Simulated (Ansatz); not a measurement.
# Calculations on CH$_{7}$BFNO

**1. Relaxation**

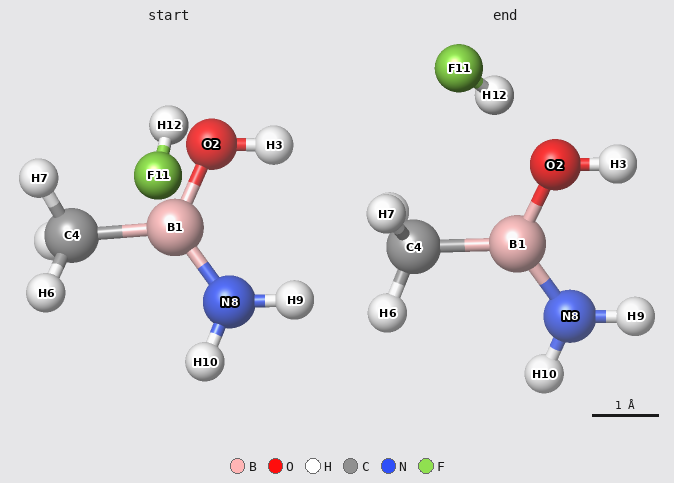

The structure of CH7BFNO before (left) and after (right) a relaxation, at one scale.

Style: ball-and-stick. Shown at a tilt.

The run prepares an end point of a later path (reaction) calculation, from a guessed geometry.

Method: RHF/6-31G* (Ansatz 0.2.0). (no spin polarisation; force threshold 0.03 eV/Å; at most 50 steps)

Describe what moved and what it gained.

After 17 geometry steps the energy has fallen by 25.7 kJ/mol. The largest force component goes from 0.47 to 0.024 eV/Å. The atom that moves furthest after the best rigid fit is the F atom (1.74 Å). Largest moves by element: F 1.74 Å, H 0.86 Å, O 0.69 Å, N 0.42 Å, B 0.28 Å, C 0.26 Å. Near-neighbour distances that change, for instance: B–O 1.397 → 1.386 Å, F–H 0.917 → 0.922 Å. Among the angles between lasting bonds that change: B–O–H 113.1° → 115.4°. The run took 50 s on 1 thread of Arm Neoverse V1, with other jobs on the host, peak memory 0.16 GiB.

Limits of the set-up: the start holds two separate molecules, 2.2 Å apart at their closest, whose relative position is a soft coordinate and is computed without a dispersion correction; Hartree-Fock leaves out electron correlation.

**2. Relaxation**

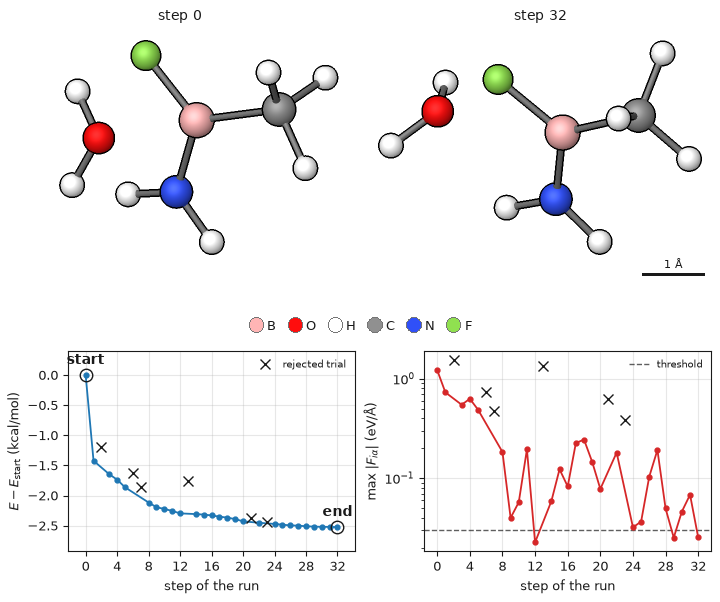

First and last geometry of a relaxation of CH$_{7}$BFNO, with the history of the run. A ball-and-stick model, seen from a free direction.

The run prepares an end point of a later path (reaction) calculation, from a guessed geometry.

Level of theory: Ansatz 0.2.0, RHF/6-31G*. Set-up: no spin polarisation; force threshold 0.03 eV/Å; at most 50 steps.

**What do the curves and the structures tell?**

It converged. After 26 accepted moves (32 points after the start) the energy has fallen by 2.52 kcal/mol. The largest force component goes from 1.2 to 0.025 eV/Å. The line search rejected the trial steps at points 2, 6, 7, 13, 21, 23 of the run. The forces were under the threshold at step 12, but the run went on from there. An H atom moves most after the best rigid fit: 1.19 Å. Largest moves by element: H 1.19 Å, O 0.76 Å, N 0.49 Å, F 0.41 Å, B 0.30 Å, C 0.12 Å. Among the contacts that change: H–O 0.970 → 0.949 Å, B–F 1.337 → 1.351 Å, B–N 1.404 → 1.396 Å, C–H 1.083 → 1.088 Å. Groups turn about B–C by about 25°. The run took 88 s on 1 thread of Arm Neoverse V1, with other jobs on the host, peak memory 0.16 GiB.

```json
{"step": "0", "E − E(0), kcal/mol": "0.00", "largest force component, eV/Å": "1.2168", "note": ""}
{"step": "1", "E − E(0), kcal/mol": "-1.42", "largest force component, eV/Å": "0.7284", "note": ""}
{"step": "2", "E − E(0), kcal/mol": "-1.19", "largest force component, eV/Å": "1.5438", "note": "rejected"}
{"step": "3", "E − E(0), kcal/mol": "-1.65", "largest force component, eV/Å": "0.5463", "note": ""}
{"step": "4", "E − E(0), kcal/mol": "-1.74", "largest force component, eV/Å": "0.6276", "note": ""}
{"step": "5", "E − E(0), kcal/mol": "-1.86", "largest force component, eV/Å": "0.4881", "note": ""}
{"step": "6", "E − E(0), kcal/mol": "-1.63", "largest force component, eV/Å": "0.7334", "note": "rejected"}
{"step": "7", "E − E(0), kcal/mol": "-1.85", "largest force component, eV/Å": "0.4721", "note": "rejected"}
{"step": "8", "E − E(0), kcal/mol": "-2.12", "largest force component, eV/Å": "0.1833", "note": ""}
{"step": "9", "E − E(0), kcal/mol": "-2.19", "largest force component, eV/Å": "0.0399", "note": ""}
{"step": "10", "E − E(0), kcal/mol": "-2.22", "largest force component, eV/Å": "0.0573", "note": ""}
{"step": "11", "E − E(0), kcal/mol": "-2.25", "largest force component, eV/Å": "0.1945", "note": ""}
{"step": "12", "E − E(0), kcal/mol": "-2.30", "largest force component, eV/Å": "0.0226", "note": ""}
{"step": "13", "E − E(0), kcal/mol": "-1.76", "largest force component, eV/Å": "1.3475", "note": "rejected"}
{"step": "15", "E − E(0), kcal/mol": "-2.32", "largest force component, eV/Å": "0.1228", "note": ""}
{"step": "16", "E − E(0), kcal/mol": "-2.33", "largest force component, eV/Å": "0.0825", "note": ""}
{"step": "17", "E − E(0), kcal/mol": "-2.35", "largest force component, eV/Å": "0.2256", "note": ""}
{"step": "18", "E − E(0), kcal/mol": "-2.37", "largest force component, eV/Å": "0.2439", "note": ""}
{"step": "19", "E − E(0), kcal/mol": "-2.39", "largest force component, eV/Å": "0.1458", "note": ""}
{"step": "20", "E − E(0), kcal/mol": "-2.43", "largest force component, eV/Å": "0.0779", "note": ""}
{"step": "22", "E − E(0), kcal/mol": "-2.45", "largest force component, eV/Å": "0.1807", "note": ""}
{"step": "23", "E − E(0), kcal/mol": "-2.44", "largest force component, eV/Å": "0.3867", "note": "rejected"}
{"step": "24", "E − E(0), kcal/mol": "-2.47", "largest force component, eV/Å": "0.0320", "note": ""}
{"step": "25", "E − E(0), kcal/mol": "-2.48", "largest force component, eV/Å": "0.0366", "note": ""}
{"step": "26", "E − E(0), kcal/mol": "-2.50", "largest force component, eV/Å": "0.1037", "note": ""}
{"step": "27", "E − E(0), kcal/mol": "-2.50", "largest force component, eV/Å": "0.1920", "note": ""}
{"step": "29", "E − E(0), kcal/mol": "-2.51", "largest force component, eV/Å": "0.0252", "note": ""}
{"step": "30", "E − E(0), kcal/mol": "-2.52", "largest force component, eV/Å": "0.0462", "note": ""}
{"step": "31", "E − E(0), kcal/mol": "-2.52", "largest force component, eV/Å": "0.0681", "note": ""}
{"step": "32", "E − E(0), kcal/mol": "-2.52", "largest force component, eV/Å": "0.0253", "note": ""}
```

Limits of the set-up: Hartree-Fock leaves out electron correlation.

**3. Path**

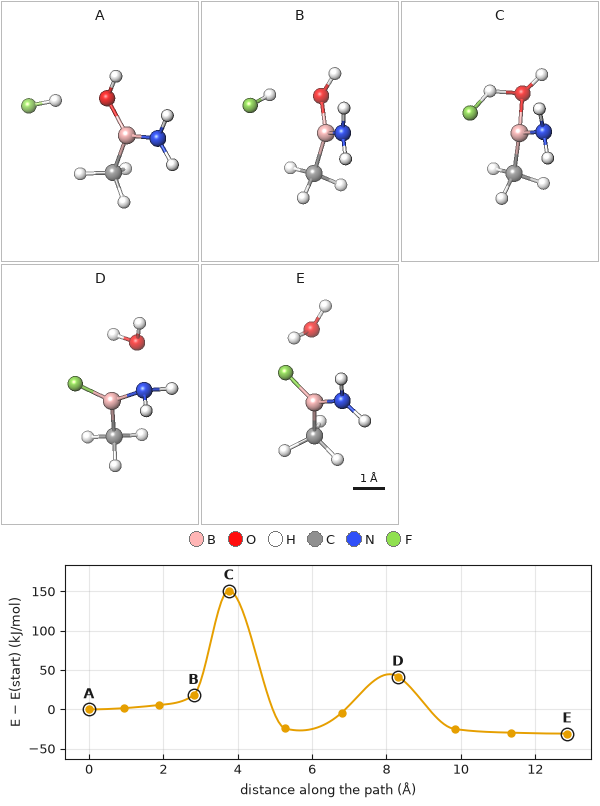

A nudged-elastic-band calculation for CH7BFNO. Images are numbered from 0 (start) to 10 (end). Frames A to E are images 0, 3, 4, 7, 10. A ball-and-stick model, seen at a tilt.

These are results of RHF/6-31G* (Ansatz 0.2.0), not measurements. Set-up: 9 movable images; climbing image; force threshold 0.05 eV/Å; iteration limit 60; starting path through a guess of the saddle point.

Q: What happens along the path, and what is the barrier?

A: Forward barrier 151.2 kJ/mol, backward barrier 181.9 kJ/mol, with image 4 at the top; the reaction energy is −30.7 kJ/mol. The profile has 2 maxima (images 4, 7) with a dip at image 5 (−24.3 kJ/mol), so the process runs in steps. The path has more than one stage, and so few images may leave a stage unresolved. Breaking: B–O (1.39 → 3.46 Å), F–H (0.92 → 2.11 Å). Forming: B–F (3.51 → 1.35 Å), H–O (1.79 → 0.95 Å). The band converged in 49 iterations. The largest component of the band force went from 26 to 0.045 eV/Å. The climbing image converged on the top of the path. Its vibrational analysis gives one imaginary mode (1382i cm⁻¹), as a transition state must have.

Limits of the set-up: Hartree-Fock leaves out electron correlation.
